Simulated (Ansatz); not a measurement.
We consider fcc Al, described by PBE in Ansatz (plane waves, PAW).

Settings: plane-wave cutoff 520 eV, 24×24×24 k mesh, Fermi–Dirac smearing 0.05 eV, scalar-relativistic PAW data made under PBE.

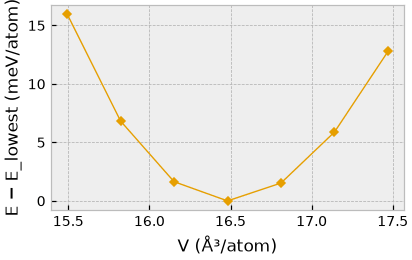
*Total energy against volume*

**Question.** From the curve, estimate the equilibrium volume and the bulk modulus.

**Answer.** V0 ≈ 16.5 Å³/atom and B0 ≈ 77 GPa; the fit gives V0 = 16.481 Å³/atom, B0 = 76.9 GPa, B′ = 4.6.

Measured, for comparison: bulk modulus 80.8 GPa (corrected for temperature and zero-point phonon effects, our sources range from 77.1 to 82.0; as tabulated in Levämäki et al. (2014), arXiv:1402.3671); equilibrium volume per atom 16.22 Å³/atom (static lattice: zero-point anharmonic expansion removed; as tabulated in Mejia-Rodriguez and Trickey (2018), arXiv:1807.09216). Computed (rounded) less measured: bulk modulus -5 % (-0.3 % to -6 % over the range), equilibrium volume per atom +1.6 %.

Computed values are for the static lattice.

Ansatz is a program for electronic structure.
